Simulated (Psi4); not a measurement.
# SVWN5/def2-TZVPP run of SiH3F (SMILES F[SiH3])

Aim: the energy change on altering one bond length of SiH3F at SVWN5/def2-TZVPP, from 2 runs. 

The results are computed with Psi4 1.11.

1 further run of the same task is left out (it didn't finish).

### 1 The system as given

SiH3F has 5 atoms, charge 0, and is taken as a singlet. SMILES: `F[SiH3]`. Geometry: relaxed at PBE0-D4/def2-TZVP.

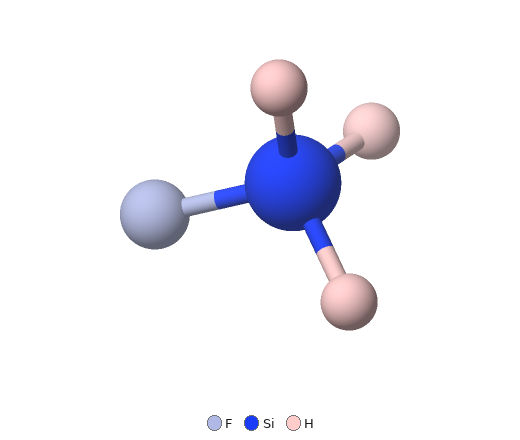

The structure, seen from a chosen angle (fluorine light blue, silicon blue, hydrogen pink).

### 2 The energy at SVWN5/def2-TZVPP

fh3si.dat

```
memory 1600 MB

molecule molecule1 {
  0 1
  F     -1.274600     0.162800     0.858000
  Si     0.043300    -0.019300    -0.030700
  H     -0.367800    -0.192600    -1.443700
  H      0.768600    -1.217900     0.451600
  H      0.880500     1.193400     0.123400
  units angstrom
  symmetry c1
}

set {
  basis                def2-TZVPP
  reference            rks
  puream               true
  e_convergence        1e-09
  d_convergence        1e-08
  scf_type             pk
  dft_radial_points    99
  dft_spherical_points 590
}

E, wfn = energy("scf", dft_functional={"name": "SVWN5", "x_functionals": {"LDA_X": {}}, "c_functionals": {"LDA_C_VWN": {}}}, return_wfn=True)
oeprop(wfn, "WIBERG_LOWDIN_INDICES", "DIPOLE", "QUADRUPOLE")
print_variables()
```

The run is started by

```console
$ psi4 fh3si.dat fh3si.out -n 1
```

fh3si.out:

```text
[...]
  Running in c1 symmetry.
[...]
  Nuclear repulsion =   63.042807224251995
[...]
  Multiplicity = 1
[...]
  Nalpha       = 13
  Nbeta        = 13
[...]
    Number of basis functions: 115
[...]
   @RKS iter   1:  -389.32347633376099   -2.64572e-01   4.37914e-03 DIIS/ADIIS
[...]
   @RKS iter  10:  -389.41649453721351   -1.19371e-12   1.60199e-09 DIIS
[...]
    Orbital Energies [Eh]
    ---------------------
    Doubly Occupied:
       1A    -65.142423     2A    -24.090811     3A     -5.047935
       4A     -3.490185     5A     -3.486312     6A     -3.486312
       7A     -1.081043     8A     -0.513658     9A     -0.410487
      10A     -0.399186    11A     -0.399184    12A     -0.306446
      13A     -0.306435
[...]
  @RKS Final Energy:  -389.41649453721351
   => Energetics <=
    Nuclear Repulsion Energy =             63.0428072242519946
    One-Electron Energy =                -667.7611264082941034
    Two-Electron Energy =                 245.9367369342183451
    DFT Exchange-Correlation Energy =     -30.6349122873897421
    Empirical Dispersion Energy =           0.0000000000000000
    VV10 Nonlocal Energy =                  0.0000000000000000
    Total Energy =                       -389.4164945372135094
[...]
 Multipole Moments:
 ------------------------------------------------------------------------------------
     Multipole            Electronic (a.u.)      Nuclear  (a.u.)        Total (a.u.)
 ------------------------------------------------------------------------------------
 L = 1.  Multiply by 2.5417464519 to convert [e a0] to [Debye]
 Dipole X            :         -2.8211860            3.2256518            0.4044658
 Dipole Y            :          0.3899578           -0.4457978           -0.0558399
 Dipole Z            :          1.9026532           -2.1753133           -0.2726601
 Magnitude           :                                                    0.4909727
 L = 2.  Multiply by 1.3450342976 to convert [e a0^2] to [Debye ang]
 Quadrupole XX       :        -60.6456277           45.4536746          -15.1919531
 Quadrupole XY       :          4.8737509           -4.8163556            0.0573954
[...]
```

It took 14 s on 1 thread of Intel Xeon Platinum 8259CL at 2.50GHz (Skylake/Cascade Lake), shared host; peak memory 0.66 GiB.

### 3 The distorted shape: energy and forces at SVWN5/def2-TZVPP

fh3si.xyz

```xyz
5
FH3Si
F     -0.781271     0.370764     2.553632
Si     0.536629     0.188664     1.664932
H     -0.367800    -0.192600    -1.443700
H      1.261929    -1.009936     2.147232
H      1.373829     1.401364     1.819032
```

fh3si.py

```python
import psi4

psi4.set_memory(1600000000)
psi4.set_num_threads(1)
psi4.set_output_file('psi4.out', False)

with open('fh3si.xyz') as f:
    atoms = ''.join(f.readlines()[2:])
m = psi4.geometry('0 1\n' + atoms + 'symmetry c1\nno_reorient\nno_com')

psi4.set_options({
    'basis': 'def2-TZVPP',
    'reference': 'rks',
    'puream': True,
    'e_convergence': 1e-09,
    'd_convergence': 1e-08,
    'scf_type': 'pk',
    'dft_radial_points': 99,
    'dft_spherical_points': 590,
})

E, wfn = psi4.gradient("scf", dft_functional={"name": "SVWN5", "x_functionals": {"LDA_X": {}}, "c_functionals": {"LDA_C_VWN": {}}}, return_wfn=True)
print('gradient / Eh bohr^-1')
print(E.np.round(6))
print(f'energy = {wfn.energy():.10f} Eh')
```

The run is started by

```console
$ python fh3si.py
```

psi4.out:

```text
[...]
  Running in c1 symmetry.
[...]
  Nuclear repulsion =   59.412045461755035
[...]
  Multiplicity = 1
[...]
  Nalpha       = 13
  Nbeta        = 13
[...]
    Number of basis functions: 115
[...]
   @RKS iter   1:  -389.00256882789552   -1.09880e-01   5.33815e-03 ADIIS/DIIS
[...]
   @RKS iter  18:  -389.26292540585479   -5.79803e-12   6.11642e-10 DIIS
[...]
    Orbital Energies [Eh]
    ---------------------
    Doubly Occupied:
       1A    -65.194084     2A    -24.121891     3A     -5.094553
       4A     -3.536659     5A     -3.535227     6A     -3.531875
       7A     -1.108843     8A     -0.529474     9A     -0.433105
      10A     -0.424896    11A     -0.413045    12A     -0.332394
      13A     -0.219646
[...]
  @RKS Final Energy:  -389.26292540585479
   => Energetics <=
    Nuclear Repulsion Energy =             59.4120454617550351
    One-Electron Energy =                -659.6843743646581970
    Two-Electron Energy =                 241.4659897475129355
    DFT Exchange-Correlation Energy =     -30.4565862504645892
    Empirical Dispersion Energy =           0.0000000000000000
    VV10 Nonlocal Energy =                  0.0000000000000000
    Total Energy =                       -389.2629254058547872
[...]
 Multipole Moments:
 ------------------------------------------------------------------------------------
     Multipole            Electronic (a.u.)      Nuclear  (a.u.)        Total (a.u.)
 ------------------------------------------------------------------------------------
 L = 1.  Multiply by 2.5417464519 to convert [e a0] to [Debye]
 Dipole X            :         -4.5603969            5.1954713            0.6350744
 Dipole Y            :        -11.6265986           11.6728383            0.0462397
 Dipole Z            :        -91.6897699           92.2456580            0.5558881
 Magnitude           :                                                    0.8452628
[...]
  -Total Gradient:
     Atom            X                  Y                   Z
    ------   -----------------  -----------------  -----------------
       1       -0.004139972055     0.000892770239     0.005155676762
       2        0.012474670604     0.001742522557     0.017015960138
       3       -0.008082401014    -0.003295112619    -0.026955027941
       4        0.000148574229     0.005992097599     0.001628814381
       5       -0.000377479592    -0.005331351186     0.003169350058
[...]
```

The script printed:

```text
gradient / Eh bohr^-1
[[-0.00414   0.000893  0.005156]
 [ 0.012475  0.001743  0.017016]
 [-0.008082 -0.003295 -0.026955]
 [ 0.000149  0.005992  0.001629]
 [-0.000377 -0.005331  0.003169]]
energy = -389.2629254059 Eh
```

Wall time 29 s (1 thread of Intel Xeon Platinum 8259CL at 2.50GHz (Skylake/Cascade Lake), shared host); peak memory 0.65 GiB.

### 4 What came out

At SVWN5/def2-TZVPP:

| quantity | value |
| --- | --- |
| first shape: total energy | -389.41649 Eh |
| first shape: dipole moment | 1.25 D |
| first shape: HOMO energy | -8.34 eV |
| first shape: LUMO energy | -1.28 eV |
| first shape: HOMO–LUMO gap | 7.06 eV |
| distorted shape: total energy | -389.26293 Eh |
| distorted shape: dipole moment | 2.15 D |
| distorted shape: HOMO energy | -5.98 eV |
| distorted shape: LUMO energy | -4.57 eV |
| distorted shape: HOMO–LUMO gap | 1.41 eV |
| distorted shape: largest force on an atom | 1.457 eV/Å |
| energy change with the Si2–H3 bond stretched from 1.482 to 3.260 Å | 4.179 eV |

**Reading.** One bond (distorted shape) is far stretched, which a spin-restricted single reference describes badly; a broken-symmetry solution may lie lower. With the Si2–H3 bond stretched from 1.482 to 3.260 Å the energy rises by 4.18 eV (403 kJ/mol). The first shape isn't relaxed at this level, so the change isn't measured from a minimum. A restricted reference can't describe the breaking bond well at this length.
